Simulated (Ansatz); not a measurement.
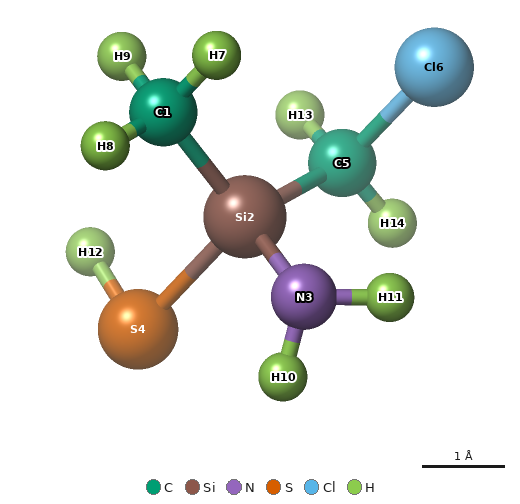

C2H8ClNSSi, before the relaxation. A ball-and-stick model, seen at a tilt.

The run prepares an end point of a later path (inversion) calculation, from a guessed geometry.

All numbers below come from RKS B3LYP/def2-SVP (Ansatz).

The input:
```yaml
crystal:
  periodic: [false, false, false]
  atoms:
    - { symbol: C, position_ang: [-0.8828, -0.8568, 1.0452] }
    - { symbol: Si, position_ang: [0.206, -0.1435, -0.2636] }
    - { symbol: "N", position_ang: [1.7793, -0.6158, 0.052] }
    - { symbol: S, position_ang: [-0.1656, -1.1397, -2.1048] }
    - { symbol: C, position_ang: [0.0299, 1.6763, -0.5223] }
    - { symbol: Cl, position_ang: [0.345, 2.5462, 1.0296] }
    - { symbol: H, position_ang: [-0.6726, -0.3957, 2.0236] }
    - { symbol: H, position_ang: [-0.8172, -1.8844, 1.1011] }
    - { symbol: H, position_ang: [-1.9696, -0.5481, 0.8499] }
    - { symbol: H, position_ang: [2.19136, -1.13633, -0.72205] }
    - { symbol: H, position_ang: [2.41637, 0.22019, 0.15298] }
    - { symbol: H, position_ang: [-1.4972, -0.7486, -2.185] }
    - { symbol: H, position_ang: [-1.0331, 1.9788, -0.8359] }
    - { symbol: H, position_ang: [0.7056, 2.0844, -1.2287] }
basis:
  gaussian: { orbitals: def2-SVP }
hamiltonian:
  xc: b3lyp
relax:
  f_tol: 0.015
  max_steps: 40
```

Command:
```bash
ansatz run input.yaml --threads 2 --pin off --max-ram 3072MiB --backend cpu --events-out ev --progress --plain --runs-dir out
```

What does the optimiser find from here?

H12 moves most after the best rigid fit: 0.56 Å. Largest moves by element: H 0.56 Å, N 0.38 Å, S 0.33 Å, Cl 0.31 Å, Si 0.15 Å, C 0.14 Å. Among the contacts that change: C1–H8 1.031 → 1.102 Å, Si2–N3 1.673 → 1.726 Å, Si2–C5 1.847 → 1.900 Å, Si2–S4 2.126 → 2.173 Å. Bond angles that change, for instance: C1–Si2–N3 108.2° → 117.6°, Si2–N3–H10 112.4° → 121.5°, H10–N3–H11 103.5° → 111.8°. Groups turn about Si2–S4 by about 30°. The energy falls by 14.9 kcal/mol in 11 accepted moves (13 points after the start). The largest force component goes from 3.8 to 0.012 eV/Å. The line search rejected the trial steps at points 10, 12 of the run. Cost: 85 s on 2 threads of Arm Neoverse V1, on a shared host, peak memory 0.38 GiB.

Final geometry:

```xyz
14

C    -0.9354   -0.8104    0.9242
Si    0.1995   -0.1205   -0.4098
N     1.8937   -0.4070   -0.2442
S    -0.3430   -0.9723   -2.3341
C     0.0154    1.7692   -0.4707
Cl    0.6545    2.5124    1.0689
H    -0.7093   -0.3184    1.8845
H    -0.7931   -1.8957    1.0481
H    -1.9984   -0.6290    0.6929
H     2.2753   -1.3475   -0.2435
H     2.4383    0.2226    0.3390
H    -1.6205   -1.2573   -1.9910
H    -1.0321    2.0880   -0.5715
H     0.5906    2.2028   -1.3009
```

The end point in the same view:

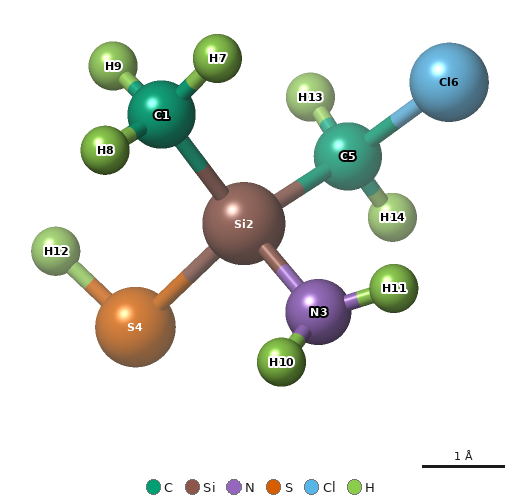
